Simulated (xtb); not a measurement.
# Run report: CH6OSi2, calculation of the molecule and its ions (part 2 of 2)

CH6OSi2, SMILES C1O[SiH2][SiH2]1; GFN1-xTB (xtb 6.7.1 later snapshot). The run did not end well. The geometry was optimised with GFN1-xTB. The settings are looser than a standard set-up, so the numbers are not reference values.

Geometry of the input (Å):
```
C  -0.7993  0.7827  -0.6116
O  -0.7120  -0.6767  -0.8565
Si 0.4043  -1.4661  0.0662
Si 0.6013  0.7503  0.7643
H  -0.6240  1.2812  -1.5744
H  -1.8412  1.0016  -0.3420
H  1.3796  -2.1379  -0.7802
H  -0.2346  -2.5095  0.8547
H  0.1266  1.3061  2.0358
H  1.6992  1.6683  0.4438
```

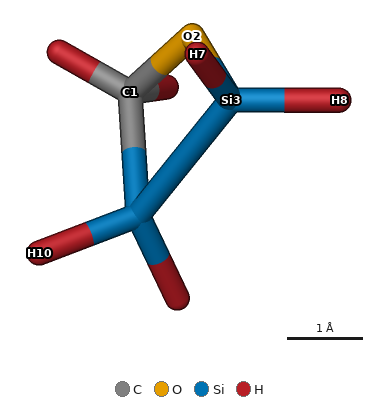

Figure 1. The structure as given in the input (stick view, seen at a tilt; atoms are numbered from 1 in the order of the input).

Log, continued
```
  62   -233.0144624  0.350427E+01  0.796E+01    3.44       1.0  T
  63   -230.0070801  0.300738E+01  0.108E+02    3.18       1.0  T
  64   -231.2428545 -0.123577E+01  0.842E+01    1.83       1.0  T
  65   -229.9150237  0.132783E+01  0.955E+01    4.33       1.0  T
  66   -229.8576185  0.574051E-01  0.947E+01    4.67       1.0  T
  67   -229.7913944  0.662242E-01  0.949E+01    5.03       1.0  T
  68   -229.9153353 -0.123941E+00  0.962E+01    4.33       1.0  T
  69   -229.9304147 -0.150794E-01  0.936E+01    4.26       1.0  T
  70   -229.9923240 -0.619093E-01  0.874E+01    3.95       1.0  T
  71   -230.0297122 -0.373882E-01  0.806E+01    3.70       1.0  T
  72   -230.0360882 -0.637596E-02  0.743E+01    3.40       1.0  T
  73   -230.0268552  0.923297E-02  0.689E+01    3.02       1.0  T
  74   -230.0615383 -0.346831E-01  0.651E+01    2.63       1.0  T
  75   -230.2788220 -0.217284E+00  0.634E+01    2.32       1.0  T
  76   -230.5661868 -0.287365E+00  0.630E+01    2.17       1.0  T
  77   -230.5960247 -0.298379E-01  0.630E+01    2.16       1.0  T
  78   -230.5963067 -0.282034E-03  0.630E+01    2.16       1.0  T
  79   -231.0207831 -0.424476E+00  0.621E+01    2.13       1.0  T
  80   -231.4775277 -0.456745E+00  0.601E+01    2.32       1.0  T
  81   -231.5320260 -0.544983E-01  0.570E+01    1.71       1.0  T
  82   -232.9508277 -0.141880E+01  0.551E+01    1.81       1.0  T
  83   -231.0088782  0.194195E+01  0.748E+01    1.88       1.0  T
  84   -233.3805200 -0.237164E+01  0.524E+01    0.97       1.0  T
  85   -232.8995619  0.480958E+00  0.662E+01    2.86       1.0  T
  86   -166.9979288  0.659016E+02  0.421E+01    0.24       1.0  T
  87    -17.2484734  0.149749E+03  0.270E+01    0.71       1.0  T
  88   -230.5404796 -0.213292E+03  0.702E+01    2.22       1.0  T
  89   -227.5984083  0.294207E+01  0.518E+01    1.29       1.0  T
  90   -228.4366379 -0.838230E+00  0.776E+01    5.59       1.0  T
  91   -228.6783701 -0.241732E+00  0.709E+01    7.24       1.0  T
  92   -228.8899148 -0.211545E+00  0.396E+01    2.42       1.0  T
  93   -227.5288429  0.136107E+01  0.327E+01    0.86       1.0  T
  94   -225.5889595  0.193988E+01  0.353E+01    2.96       1.0  T
  95   -226.4978485 -0.908889E+00  0.321E+01    1.16       1.0  T
  96   -227.0269198 -0.529071E+00  0.312E+01    0.11       1.0  T
  97   -189.9211916  0.371057E+02  0.279E+01    0.91       1.0  T
  98   -227.4559001 -0.375347E+02  0.703E+01    0.21       1.0  T
  99   -109.7785951  0.117677E+03  0.304E+01    1.49       1.0  T
 100   -224.9570213 -0.115178E+03  0.355E+01    4.05       1.0  T
 101   -199.3132986  0.256437E+02  0.297E+01    2.76       1.0  T
 102   -228.3480564 -0.290348E+02  0.604E+01    2.72       1.0  T
 103     -4.1056048  0.224242E+03  0.371E+01    1.30       1.0  T
 104   -228.7667367 -0.224661E+03  0.350E+02  109.01       1.0  T
 105   -226.6102738  0.215646E+01  0.115E+02   11.62       1.0  T
 106   -229.4841117 -0.287384E+01  0.783E+01    8.44       1.0  T
 107   -234.2284880 -0.474438E+01  0.283E+01    3.29       1.0  T
 108   -233.3966867  0.831801E+00  0.379E+01    0.93       1.0  T
 109    -62.0243014  0.171372E+03  0.339E+01    1.10       1.0  T
 110   -231.9603588 -0.169936E+03  0.170E+01    2.63       1.0  T
 111   -242.8662521 -0.109059E+02  0.177E+01    2.20       1.0  T
 112   -232.9690362  0.989722E+01  0.232E+01    4.47       1.0  T
 113   -161.8320853  0.711370E+02  0.254E+01    0.46       1.0  T
 114   -241.6386769 -0.798066E+02  0.162E+01    2.20       1.0  T
 115   -237.8905859  0.374809E+01  0.184E+01    3.82       1.0  T
 116   -239.2364825 -0.134590E+01  0.261E+01    4.01       1.0  T
 117   -235.3572194  0.387926E+01  0.178E+01    8.36       1.0  T
 118   -232.3357696  0.302145E+01  0.373E+01    5.26       1.0  T
 119   -234.9680586 -0.263229E+01  0.283E+01   14.17       1.0  T
 120   -232.8938018  0.207426E+01  0.293E+01    2.12       1.0  T
 121   -235.0431106 -0.214931E+01  0.283E+01    9.29       1.0  T
 122   -233.8603845  0.118273E+01  0.251E+01    0.45       1.0  T
 123   -234.9950089 -0.113462E+01  0.276E+01    7.68       1.0  T
 124   -234.3721111  0.622898E+00  0.234E+01    0.55       1.0  T
 125   -235.3401512 -0.968040E+00  0.251E+01    5.48       1.0  T
 126   -237.3328063 -0.199266E+01  0.192E+01    0.19       1.0  T
 127   -234.9890733  0.234373E+01  0.253E+01    9.92       1.0  T
 128   -239.3132712 -0.432420E+01  0.133E+01    1.15       1.0  T
 129   -234.2454826  0.506779E+01  0.281E+01   12.27       1.0  T
 130   -233.4901107  0.755372E+00  0.173E+01    0.77       1.0  T
 131   -235.8442092 -0.235410E+01  0.215E+01    3.00       1.0  T
 132   -239.6434370 -0.379923E+01  0.121E+01    2.64       1.0  T
 133   -235.4057220  0.423772E+01  0.227E+01    8.59       1.0  T
 134   -234.3806523  0.102507E+01  0.147E+01    0.32       1.0  T
 135   -236.2555544 -0.187490E+01  0.184E+01    2.39       1.0  T
 136   -237.1645321 -0.908978E+00  0.133E+01    0.54       1.0  T
 137   -237.2304246 -0.658926E-01  0.141E+01    1.98       1.0  T
 138   -233.8610817  0.336934E+01  0.171E+01    0.19       1.0  T
 139   -238.5665060 -0.470542E+01  0.940E+00    5.26       1.0  T
 140   -243.2704657 -0.470396E+01  0.450E+00    2.38       1.0  T
 141   -235.7525127  0.751795E+01  0.221E+01    4.52       1.0  T
 142   -239.8238987 -0.407139E+01  0.113E+01    2.66       1.0  T
 143   -238.8116159  0.101228E+01  0.118E+01    1.38       1.0  T
 144   -233.7959037  0.501571E+01  0.152E+01    0.74       1.0  T
 145   -239.6295815 -0.583368E+01  0.901E+00    4.58       1.0  T
 146   -233.3035894  0.632599E+01  0.169E+01    0.91       1.0  T
 147   -239.2391629 -0.593557E+01  0.762E+00    6.18       1.0  T
 148   -243.3908042 -0.415164E+01  0.399E+00    3.16       1.0  T
 149   -236.2384420  0.715236E+01  0.169E+01    2.61       1.0  T
 150   -241.0075360 -0.476909E+01  0.716E+00    1.57       1.0  T
 151   -238.8151283  0.219241E+01  0.112E+01    1.82       1.0  T
 152   -243.5689635 -0.475384E+01  0.300E+00    2.19       1.0  T
 153   -239.0131398  0.455582E+01  0.129E+01    1.09       1.0  T
 154   -233.9956306  0.501751E+01  0.149E+01    0.33       1.0  T
 155   -242.5671553 -0.857152E+01  0.636E+00    0.02       1.0  T
 156   -243.5812246 -0.101407E+01  0.288E+00    2.85       1.0  T
 157   -243.5326813  0.485432E-01  0.516E+00    4.08       1.0  T
 158   -240.9365704  0.259611E+01  0.641E+00    5.28       1.0  T
 159   -236.4380621  0.449851E+01  0.118E+01    0.53       1.0  T
 160   -236.1357801  0.302282E+00  0.128E+01    0.75       1.0  T
 161   -241.2001484 -0.506437E+01  0.976E+00    1.72       1.0  T
 162   -243.4304341 -0.223029E+01  0.426E+00    0.80       1.0  T
 163   -239.7018072  0.372863E+01  0.828E+00    4.32       1.0  T
 164   -239.8505120 -0.148705E+00  0.890E+00    0.50       1.0  T
 165   -243.8774970 -0.402698E+01  0.348E+00    0.07       1.0  T
 166   -242.5140299  0.136347E+01  0.514E+00    3.45       1.0  T
 167   -243.6418310 -0.112780E+01  0.332E+00    0.91       1.0  T
 168   -240.0455842  0.359625E+01  0.759E+00    5.35       1.0  T
 169   -243.6666982 -0.362111E+01  0.274E+00    1.27       1.0  T
 170   -239.6677782  0.399892E+01  0.861E+00    4.30       1.0  T
 171   -243.9669827 -0.429920E+01  0.120E+00    1.51       1.0  T
 172   -240.4828072  0.348418E+01  0.789E+00    4.17       1.0  T
 173   -242.9333196 -0.245051E+01  0.373E+00    1.23       1.0  T
 174   -241.0609876  0.187233E+01  0.540E+00    4.60       1.0  T
 175   -243.0173241 -0.195634E+01  0.364E+00    1.67       1.0  T
 176   -239.9935241  0.302380E+01  0.825E+00    5.11       1.0  T
 177   -243.6019351 -0.360841E+01  0.248E+00    1.47       1.0  T
 178   -242.2160645  0.138587E+01  0.476E+00    3.81       1.0  T
 179   -242.2936604 -0.775959E-01  0.508E+00    1.01       1.0  T
 180   -243.9410929 -0.164743E+01  0.156E+00    0.71       1.0  T
 181   -243.1180659  0.823027E+00  0.366E+00    1.31       1.0  T
 182   -243.7561759 -0.638110E+00  0.250E+00    0.60       1.0  T
 183   -243.2806155  0.475560E+00  0.347E+00    0.94       1.0  T
 184   -241.2205243  0.206009E+01  0.715E+00    0.50       1.0  T
 185   -233.8117080  0.740882E+01  0.162E+01    0.77       1.0  T
 186   -241.0035642 -0.719186E+01  0.103E+01    2.13       1.0  T
 187   -241.2401728 -0.236609E+00  0.614E+00    5.01       1.0  T
 188   -243.5702247 -0.233005E+01  0.254E+00    2.84       1.0  T
 189   -242.8348775  0.735347E+00  0.499E+00    3.70       1.0  T
 190   -243.8568084 -0.102193E+01  0.180E+00    1.23       1.0  T
 191   -243.4620597  0.394749E+00  0.217E+00    2.02       1.0  T
 192   -243.8933253 -0.431266E+00  0.172E+00    2.54       1.0  T
 193   -242.6846985  0.120863E+01  0.361E+00    3.30       1.0  T
 194   -243.6499872 -0.965289E+00  0.239E+00    2.57       1.0  T
 195   -242.4160904  0.123390E+01  0.403E+00    3.49       1.0  T
 196   -243.7189999 -0.130291E+01  0.248E+00    2.78       1.0  T
 197   -243.2609035  0.458096E+00  0.318E+00    2.83       1.0  T
 198   -243.5046665 -0.243763E+00  0.286E+00    2.01       1.0  T
 199   -243.9754883 -0.470822E+00  0.132E+00    1.28       1.0  T
 200   -243.8623691  0.113119E+00  0.188E+00    1.20       1.0  T
 201   -243.5984222  0.263947E+00  0.274E+00    0.90       1.0  T
 202   -243.5547361  0.436862E-01  0.294E+00    0.70       1.0  T
 203   -243.4530792  0.101657E+00  0.317E+00    0.65       1.0  T
 204   -242.7244904  0.728589E+00  0.465E+00    0.40       1.0  T
 205   -240.5404356  0.218405E+01  0.799E+00    0.94       1.0  T
 206   -234.9276901  0.561275E+01  0.145E+01    0.77       1.0  T
 207   -241.2370977 -0.630941E+01  0.579E+00    2.85       1.0  T
 208   -241.6016260 -0.364528E+00  0.586E+00    4.40       1.0  T
 209   -243.0982846 -0.149666E+01  0.305E+00    2.89       1.0  T
 210   -243.8519389 -0.753654E+00  0.207E+00    3.01       1.0  T
 211   -243.7554090  0.965299E-01  0.196E+00    2.66       1.0  T
 212   -243.7784934 -0.230845E-01  0.179E+00    1.95       1.0  T
 213   -243.9721948 -0.193701E+00  0.658E-01    1.36       1.0  T
 214   -243.9709760  0.121877E-02  0.825E-01    1.34       1.0  T
 215   -243.9628668  0.810928E-02  0.897E-01    1.15       1.0  T
 216   -243.9620804  0.786338E-03  0.921E-01    1.05       1.0  T
 217   -243.9620515  0.289316E-04  0.929E-01    1.03       1.0  T
 218   -243.9553315  0.671994E-02  0.993E-01    1.03       1.0  T
 219   -243.9457749  0.955665E-02  0.107E+00    1.01       1.0  T
 220   -243.9375232  0.825170E-02  0.113E+00    0.98       1.0  T
 221   -243.9318361  0.568710E-02  0.116E+00    0.96       1.0  T
 222   -243.9272081  0.462798E-02  0.117E+00    0.94       1.0  T
 223   -243.9229547  0.425338E-02  0.117E+00    0.92       1.0  T
 224   -243.9201153  0.283941E-02  0.114E+00    0.90       1.0  T
 225   -243.9197088  0.406528E-03  0.110E+00    0.87       1.0  T
 226   -243.9222165 -0.250766E-02  0.105E+00    0.85       1.0  T
 227   -243.9276870 -0.547056E-02  0.982E-01    0.84       1.0  T
 228   -243.9356732 -0.798614E-02  0.906E-01    0.83       1.0  T
 229   -243.9451296 -0.945638E-02  0.814E-01    0.84       1.0  T
 230   -243.9545675 -0.943793E-02  0.707E-01    0.87       1.0  T
 231   -243.9626443 -0.807685E-02  0.594E-01    0.90       1.0  T
 232   -243.9687695 -0.612512E-02  0.484E-01    0.94       1.0  T
 233   -243.9730431 -0.427368E-02  0.388E-01    0.99       1.0  T
 234   -243.9758526 -0.280947E-02  0.312E-01    1.03       1.0  T
 235   -243.9776185 -0.176589E-02  0.260E-01    1.06       1.0  T
 236   -243.9786922 -0.107365E-02  0.229E-01    1.09       1.0  T
 237   -243.9793305 -0.638384E-03  0.215E-01    1.12       1.0  T
 238   -243.9797064 -0.375816E-03  0.208E-01    1.14       1.0  T
 239   -243.9799288 -0.222471E-03  0.205E-01    1.15       1.0  T
 240   -243.9800637 -0.134856E-03  0.200E-01    1.17       1.0  T
 241   -243.9801480 -0.843581E-04  0.192E-01    1.18       1.0  T
 242   -243.9801999 -0.518489E-04  0.179E-01    1.19       1.0  T
 243   -243.9802272 -0.272794E-04  0.159E-01    1.20       1.0  T
 244   -243.9802384 -0.112572E-04  0.135E-01    1.21       1.0  T
 245   -243.9802426 -0.422277E-05  0.109E-01    1.21       1.0  T
 246   -243.9802449 -0.228903E-05  0.855E-02    1.22       1.0  T
 247   -243.9802470 -0.204367E-05  0.645E-02    1.22       1.0  T
 248   -243.9802490 -0.200586E-05  0.473E-02    1.22       1.0  T
 249   -243.9802508 -0.183390E-05  0.338E-02    1.22       1.0  T
 250   -243.9802524 -0.156772E-05  0.236E-02    1.22       1.3  T
     SCC iter.                  ...        0 min,  0.274 sec
     gradient                   ...        0 min,  0.003 sec
------------------------------------------------------------------------
empirical EA shift (eV):    4.8455
delta SCC EA (eV): 6256.4151
------------------------------------------------------------------------
########################################################################
[ERROR] Program stopped due to fatal error
-3- Calculation terminated
-2- xtb_calculator_singlepoint: Electronic structure method terminated
-1- scf: Self consistent charge iterator did not converge
########################################################################
```

Standard error
```
ERROR STOP
Error termination. Backtrace:
abnormal termination of xtb
```

Outcome

| quantity | value |
| --- | --- |
| outcome | not converged |
| electrons treated | 24 |
| total energy | −13.783235 hartree |
| dispersion energy | −0.003294 hartree |
| basis functions | 40 |
| peak memory | 0.073 GiB |

Diagnosis

Settings chosen away from the usual ones: method = gfn1-xtb; task = vipea; x = {"accuracy": 10}; geo = {"prev": "A"}. The run did not converge. Its last values are not results.
